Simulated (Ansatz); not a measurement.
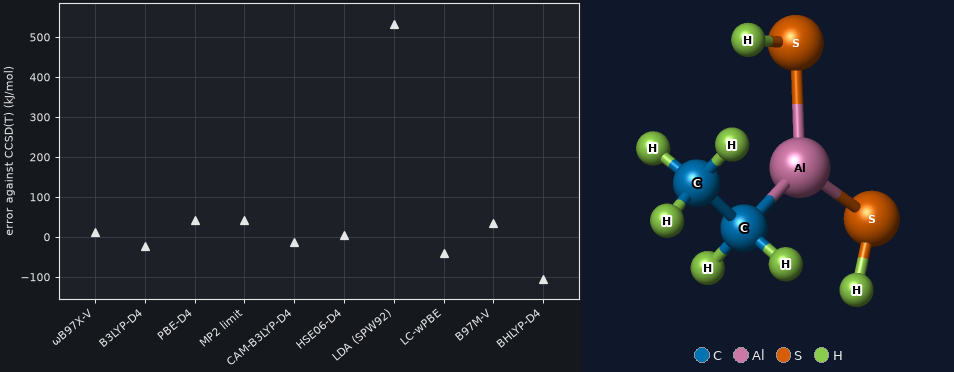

Error in the electronic atomisation energy (method less reference, so positive means overbinding) of C₂H₇AlS₂, SMILES C[CH2][Al]([SH])[SH], singlet: functionals in def2-TZVPP against frozen-core CCSD(T) at the limit (MP2 extrapolated from triple and quadruple zeta, plus CCSD(T) less MP2 in a smaller set), which gives 4215.8 kJ/mol, at a PBE0-D4/def2-TZVP geometry (a minimum by its frequencies), no zero-point or spin-orbit term, the Ansatz code 0.2.0. The reference leaves out core correlation, a term that grows with the number of heavy atoms. No dispersion term is added to LC-wPBE. Limit means the basis limit.

> What range do the values span?

From −104.0 kJ/mol (BHLYP-D4) to 533.8 kJ/mol (LDA (SPW92)).

> Give the values.

```tsv
level	kJ/mol
ωB97X-V	12.8
B3LYP-D4	−21.5
PBE-D4	43.5
MP2 limit	41.3
CAM-B3LYP-D4	−12.0
HSE06-D4	5.1
LDA (SPW92)	533.8
LC-wPBE	−39.7
B97M-V	33.8
BHLYP-D4	−104.0
```

Limits of at least one run: one conformer of a flexible molecule.
